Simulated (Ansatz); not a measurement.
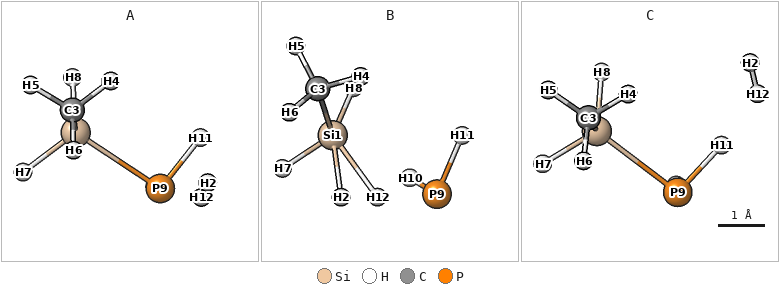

3 geometries from a converged minimum-energy path of CH$_{9}$PSi, made up at the start of CH6Si and PH3, shuffled. Style: ball-and-stick. Shown from a free direction.

Computed with RKS PBE-D4/6-31G* in Ansatz 0.2.0. Set-up: 5 movable images; climbing image; force threshold 0.05 eV/Å; iteration limit 60; starting path through a guess of the saddle point.

Which frame is the top of the path?

Answer. B. In order along the path, whose images run from 0 to 6: B (image 3, +260.9 kJ/mol), A (image 5, −7.9 kJ/mol), C (image 6, −6.9 kJ/mol). Breaking: P9–H12 (1.44 → 1.81 at the top → 3.73 Å), Si1–H2 (1.50 → 1.74 at the top → 4.38 Å). Forming: H2–H12 (2.91 → 1.07 at the top → 0.75 Å), Si1–P9 (4.14 → 2.80 at the top → 2.28 Å).

Limits of the set-up: the start holds two separate molecules, 2.9 Å apart at their closest, whose relative position is a soft coordinate.

The run took 5.1 min on 1 thread of Arm Neoverse V2 (shared host), peak memory 0.12 GiB.
